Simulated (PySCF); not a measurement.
## Run report: C$_{4}$H$_{8}$B$_{2}$OSi, excited-state calculation

C$_{4}$H$_{8}$B$_{2}$OSi, computed with TDDFT PBE0/def2-SVPD, vertical, gas phase, core orbitals frozen in the response (PySCF 2.14.0).

The geometry comes from this level: PBE0-D3(BJ)/def2-SVP. It belongs to a series of runs on one base structure; here: H on B replaced by OSiH3.

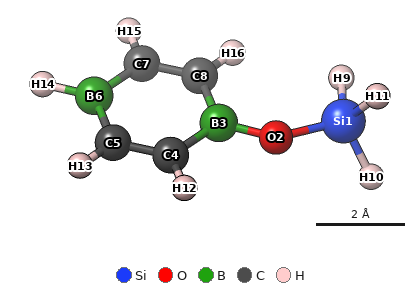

**Figure 1.** The structure as given in the input (ball-and-stick view, seen at a tilt; atoms are numbered from 1 in the order of the input).

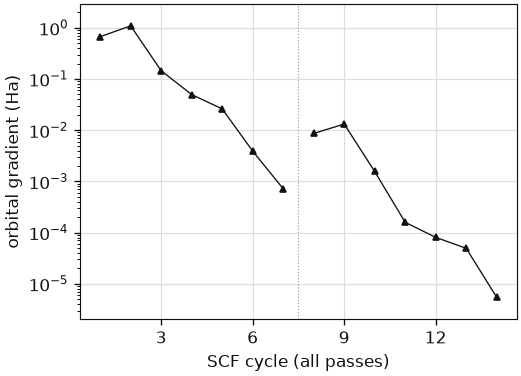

**Figure 2.** Convergence of the self-consistent field: orbital gradient against the SCF cycle. The dotted line marks the change from a coarse to the final integration grid. The first 7 cycles use a coarse grid, the final grid takes over at cycle 8, and the field converges after 14 cycles in all.

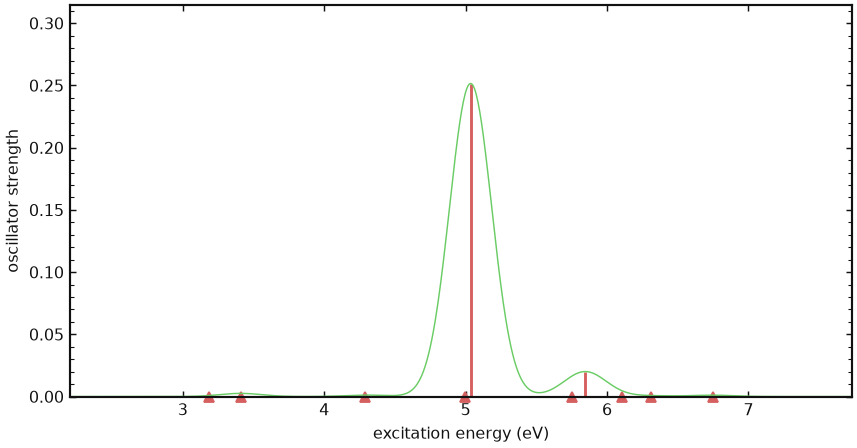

**Figure 3.** Computed excitations as sticks (degenerate states added up, dark ones marked on the axis), with a Gaussian envelope of 0.35 eV full width at half maximum, scaled to the tallest. Of the 10 states the lowest lies at 3.19 eV (f = 0.000); the strongest line is at 5.04 eV, or 246 nm (f = 0.252).

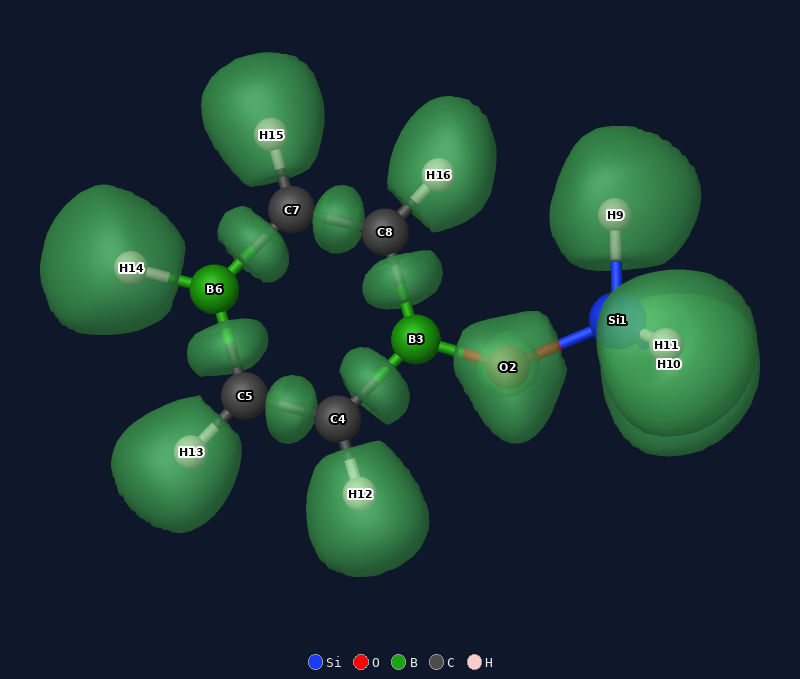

**Figure 4.** Isosurface of the electron localisation function at 0.75 (green), seen face on. Core shells and regions of very low density are left out. Values along the shortest contacts: C–C (1.35 Å): the ELF peaks at about 0.95 between the atoms (a multiple bond by its length, whose ELF region spreads away from the axis). B–O (1.36 Å): the ELF peaks at about 0.90 between the atoms, which marks a shared but strongly polarised pair.

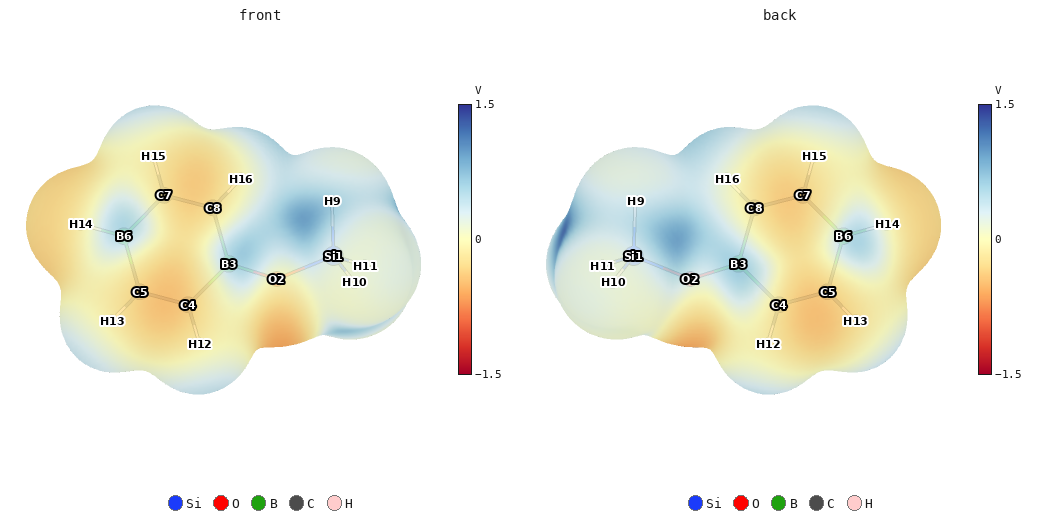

**Figure 5.** The molecular electrostatic potential painted on the density surface at 0.001 e/bohr³, seen face on and from behind; the colour scale runs from red (negative) to blue (positive).

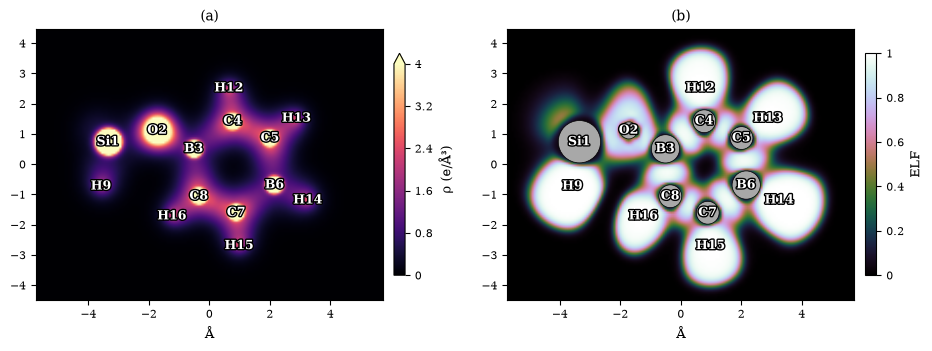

**Figure 6.** (a) total electron density; (b) ELF on the plane of atoms Si1, O2 and B3. Grey discs, where drawn, cover atomic cores. The section cuts through Si, O, B, C and H sites. C–C (1.35 Å): ρ is about 2.2 e/Å³ halfway; the ELF peaks at about 0.95 between the atoms; a double or triple bond. C–B (1.56 Å): ρ is about 1.4 e/Å³ halfway; the ELF peaks at about 1 between the atoms, which marks localised, shared-pair bonding.

The input that produced these results follows, with the program's output.

The input:
```
{"job": {"kind": "uv", "xc": "PBE0", "basis": "def2-SVPD", "ip": true, "dynamic": false}, "charge": 0, "multiplicity": 1}
Si     3.093210    -0.234402    -0.077488
O      1.525455    -0.817874    -0.057247
B      0.243604    -0.373891    -0.011051
C     -0.907768    -1.445551    -0.037879
C     -2.202284    -1.056146    -0.004716
B     -2.559582     0.463182     0.070173
C     -1.417211     1.535456     0.096882
C     -0.119159     1.157780     0.061969
H      3.122494     1.258033    -0.085894
H      3.753380    -0.758166    -1.304559
H      3.785204    -0.746842     1.136873
H     -0.648543    -2.512284    -0.088054
H     -2.994766    -1.815741    -0.027589
H     -3.718400     0.815826     0.110486
H     -1.661978     2.604752     0.146962
H      0.668382     1.924460     0.083710
```

The first line tells a small driver script what to run in PySCF; the rest is the geometry in Å.

Run as:
```bash
OMP_NUM_THREADS=1 python <driver script> task.json out
```

Output:
```
coarse grid: 14192 points
cycle   1  E = -570.7709887271  dE =  7.664e-01  |g| = 6.688e-01  |ddm| = 9.254e+00
cycle   2  E = -570.6262204547  dE =  1.448e-01  |g| = 1.090e+00  |ddm| = 3.361e+00
cycle   3  E = -570.8614424120  dE = -2.352e-01  |g| = 1.447e-01  |ddm| = 1.621e+00
cycle   4  E = -570.8660927215  dE = -4.650e-03  |g| = 4.963e-02  |ddm| = 3.437e-01
cycle   5  E = -570.8666097876  dE = -5.171e-04  |g| = 2.601e-02  |ddm| = 1.672e-01
cycle   6  E = -570.8667878971  dE = -1.781e-04  |g| = 3.900e-03  |ddm| = 4.492e-02
cycle   7  E = -570.8667929315  dE = -5.034e-06  |g| = 7.164e-04  |ddm| = 1.168e-02
final grid: 133360 points
cycle   8  E = -570.9494851175  dE = -3.064e-05  |g| = 8.621e-03  |ddm| = 2.710e-01
cycle   9  E = -570.9494649024  dE =  2.022e-05  |g| = 1.316e-02  |ddm| = 4.289e-02
cycle  10  E = -570.9495028915  dE = -3.799e-05  |g| = 1.558e-03  |ddm| = 2.066e-02
cycle  11  E = -570.9495034380  dE = -5.465e-07  |g| = 1.582e-04  |ddm| = 2.928e-03
cycle  12  E = -570.9495034424  dE = -4.386e-09  |g| = 8.054e-05  |ddm| = 1.054e-03
cycle  13  E = -570.9495034435  dE = -1.152e-09  |g| = 4.918e-05  |ddm| = 2.189e-04
cycle  14  E = -570.9495034442  dE = -7.083e-10  |g| = 5.441e-06  |ddm| = 1.034e-04
converged SCF energy = -570.9495034442

Static polarisability (au): isotropic 103.585, principal 69.981 96.920 143.853

Singlet excitations
state   eV       nm        f      main configurations
  1   3.1892    388.8   0.00000   H-1->L 0.99
  2   3.4090    363.7   0.00257   H->L 0.99
  3   4.2924    288.8   0.00120   H-3->L 0.98
  4   4.9983    248.1   0.00290   H-4->L 0.86, H-6->L 0.09
  5   5.0362    246.2   0.25150   H-2->L 0.90
  6   5.7505    215.6   0.00019   H-6->L 0.55, H-7->L 0.33
  7   5.8465    212.1   0.02012   H-5->L 0.95
  8   6.1075    203.0   0.00010   H-7->L 0.43, H-6->L 0.32, H-1->L+1 0.13
  9   6.3146    196.3   0.00063   H-1->L+1 0.76, H-7->L 0.21
 10   6.7464    183.8   0.00111   H->L+2 0.93

Triplet excitations (Tamm-Dancoff, eV): 2.3613 2.7976 3.3718 3.8656
Vertical ionisation energy (delta-SCF) = 9.4669 eV
Vertical electron affinity (delta-SCF) = 1.3988 eV
```

Key numbers:

- outcome: converged
- total energy: −570.949503 hartree
- HOMO: −7.62 eV
- LUMO: −3.07 eV
- dipole moment: 1.49 D
- mean polarisability: 103.58 a.u.
- vertical ionisation energy: 9.47 eV
- vertical electron affinity: 1.40 eV
- lowest singlet excitation: 3.19 eV
- hardware: 1 CPU thread, shared host
- wall time: 8.2 min
- peak memory: 1.1 GiB
